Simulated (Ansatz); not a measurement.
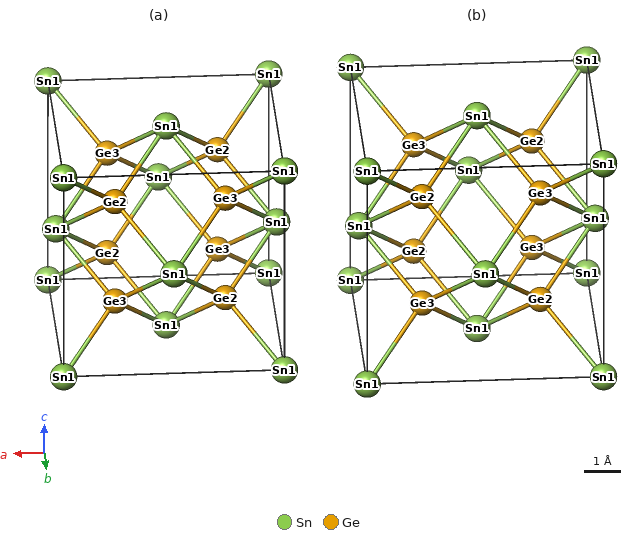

The structure of solid SnGe$_{2}$ (a generated structure, set up in Fm-3m) (coarse preliminary run) before (left) and after (right) a relaxation, at one scale.

A ball-and-stick model of the conventional cell (4 times the calculation's cell), seen from a free direction. Lengths and directions refer to the drawn axes.

Theory: DFT LDA, scalar-relativistic, plane waves, PAW (Ansatz). Settings: plane-wave cutoff 420 eV; k-point mesh 6 × 6 × 6; occupations gaussian; smearing width 0.1 eV; no spin polarisation; cell and atoms relaxed; force threshold 0.05 eV/Å; at most 80 steps.

### What changed between the two?

No atom moves by more than 0.005 Å relative to the cell. The drawn cell changes as follows: a = b = c 6.181 → 6.615 Å (+7.0 %); the volume changes by +22.6 %. Some distances before and after: Sn1–Ge2 2.677 → 2.865 Å. The space group stays Fm-3m (No. 225). Over 3 accepted moves (4 points after the start) the energy falls by 223 meV per atom. All forces vanish by symmetry, so only the cell relaxes. Pressure: 19.07 GPa at the start and 0.21 GPa at the end. At 1 point the geometry stayed and the basis and grid were re-selected for the new cell (energy shift of 2.0 meV per atom at most each time). The run took roughly 7 core-seconds on a shared host.
